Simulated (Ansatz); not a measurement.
# UCCSD/def2-SVP run of CH2F3Si (SMILES [CH2][Si](F)(F)F)

What is the energy change on altering one bond length of CH2F3Si at UCCSD/def2-SVP? 

The calculation is run with Ansatz 0.2.0.

64 further runs of the same task are left out: 64 set aside as unsound or not needed.

## 1. The molecule

The species is CH2F3Si (7 atoms), meant as a doublet with charge 0. SMILES: `[CH2][Si](F)(F)F`. Geometry: relaxed at PBE0-D4/def2-TZVP.

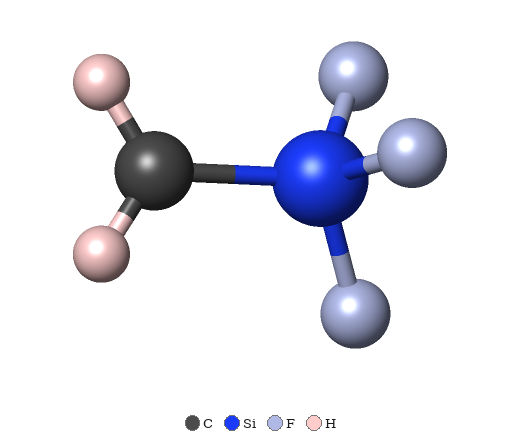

Viewed from a chosen angle; carbon dark grey, silicon blue, fluorine light blue, hydrogen pink.

## 2. The energy at UCCSD/def2-SVP

Contents of job.yaml:

```yaml
crystal:
  periodic: [false, false, false]
  atoms:
    - symbol: C
      position_ang: [-0.691800, 0.401700, 0.763500]
    - symbol: Si
      position_ang: [0.442900, -0.260900, -0.483500]
    - symbol: F
      position_ang: [0.009400, 0.178500, -1.934200]
    - symbol: F
      position_ang: [0.495400, -1.838000, -0.481100]
    - symbol: F
      position_ang: [1.916900, 0.241300, -0.236600]
    - symbol: H
      position_ang: [-1.731100, 0.616200, 0.542200]
    - symbol: H
      position_ang: [-0.380400, 0.593100, 1.784100]
basis:
  gaussian:
    orbitals: def2-SVP
magnetization:
  spin_polarized: true
  initial_magnetization: 1
correlation:
  method: ccsd
  frozen_orbitals: {C: 1, F: 1, H: 0, Si: 5}
accuracy: high
scf:
  omitted_lower_state_checks: [cluster_reference, increment]
```

On the command line:

```sh
$ ansatz run job.yaml --threads 1 --pin off --max-ram 3480MiB --events-out events.jsonl --progress --plain --runs-dir runs
```

The program printed, cut to the lines that bear on the results:

```text
Warning: RAYON_NUM_THREADS=1 ignored (pool sized by the plan → 1); use --threads N
Functional definition: HF
  name "HF"
[...]
1745 factors; integrals over basis functions are off by at most 4.0e-9 eV
[...]
mean field -17036.57864877 eV, -626.0827175344 hartree, gradient 1.5e-8 eV, S^2 0.758918; 0 other end points of the search recorded, 0 dependent functions left out
9 core orbitals not correlated: weight in the atoms' cores, before any rotation towards them, 1.000 or more for the frozen orbitals, at most 0.000 for the correlated occupied ones
reference -17036.57864877 eV, -626.0827175344 hartree; 16, 15 occupied and 59, 60 virtual orbitals, 1745 factors
second order -20.45505372 eV of doubles, -0.00000000 eV of singles
cycle   1  -20.63576117 eV  change   -1.8e-1 eV  update   9.3e-2
[...]
cycle  21  -21.13441795 eV  change  -2.0e-10 eV  update   3.5e-9
Total energy: -17057.71306672 eV, -626.8593930687 hartree
Checks for a lower state left out: cluster_reference, increment
```

Wall time 42 s (1 thread of Arm Neoverse V2, shared host); peak memory 0.93 GiB.

## 3. The distorted shape

Contents of molecule.yaml:

```yaml
crystal:
  periodic: [false, false, false]
  atoms:
    - {symbol: C, position_ang: [-0.785219, 0.344281, 0.457323]}
    - {symbol: Si, position_ang: [0.349481, -0.318319, -0.789677]}
    - {symbol: F, position_ang: [-0.084019, 0.121081, -2.240377]}
    - {symbol: F, position_ang: [0.401981, -1.895419, -0.787277]}
    - {symbol: F, position_ang: [1.823481, 0.183881, -0.542777]}
    - {symbol: H, position_ang: [-1.824519, 0.558781, 0.236023]}
    - {symbol: H, position_ang: [-0.380400, 0.593100, 1.784100]}
basis:
  gaussian:
    orbitals: def2-SVP
magnetization:
  spin_polarized: true
  initial_magnetization: 1
correlation:
  method: ccsd
  frozen_orbitals: {C: 1, F: 1, H: 0, Si: 5}
accuracy: high
scf:
  omitted_lower_state_checks: [cluster_reference, increment]
```

On the command line:

```sh
$ ansatz run molecule.yaml --threads 1 --pin off --max-ram 3480MiB --events-out events.jsonl --progress --plain --runs-dir runs
```

The program printed, cut to the lines that bear on the results:

```text
Warning: RAYON_NUM_THREADS=1 ignored (pool sized by the plan → 1); use --threads N
Functional definition: HF
  name "HF"
[...]
1749 factors; integrals over basis functions are off by at most 6.1e-9 eV
[...]
mean field -17035.41164046 eV, -626.0398307701 hartree, gradient 3.3e-8 eV, S^2 0.774775; 0 other end points of the search recorded, 0 dependent functions left out
9 core orbitals not correlated: weight in the atoms' cores, before any rotation towards them, 1.000 or more for the frozen orbitals, at most 0.000 for the correlated occupied ones
reference -17035.41164046 eV, -626.0398307701 hartree; 16, 15 occupied and 59, 60 virtual orbitals, 1749 factors
second order -20.52272985 eV of doubles, -0.00000000 eV of singles
cycle   1  -20.71092097 eV  change   -1.9e-1 eV  update   9.8e-2
[...]
cycle  23  -21.26863352 eV  change   -1.4e-9 eV  update   1.4e-9
Total energy: -17056.68027398 eV, -626.8214386357 hartree
Checks for a lower state left out: cluster_reference, increment
```

It took 44 s on 1 thread of Arm Neoverse V2, shared host; peak memory 0.93 GiB.

## 4. Outcome

At UCCSD/def2-SVP, 9 core orbitals frozen:

| quantity | value |
| --- | --- |
| first shape: total energy | -626.85939 Eh |
| first shape: correlation energy (9 core orbitals frozen) | -776.7 mEh |
| first shape: ⟨S²⟩ of the reference determinant | 0.759 |
| first shape: T1 diagnostic | 0.011 |
| distorted shape: total energy | -626.82144 Eh |
| distorted shape: correlation energy (9 core orbitals frozen) | -781.6 mEh |
| distorted shape: ⟨S²⟩ of the reference determinant | 0.775 |
| distorted shape: T1 diagnostic | 0.013 |
| energy change with the C1–H7 bond stretched from 1.084 to 1.409 Å | 1.033 eV |

With the C1–H7 bond stretched from 1.084 to 1.409 Å the energy rises by 1.03 eV (100 kJ/mol). The first shape isn't relaxed at this level, so the change isn't measured from a minimum.
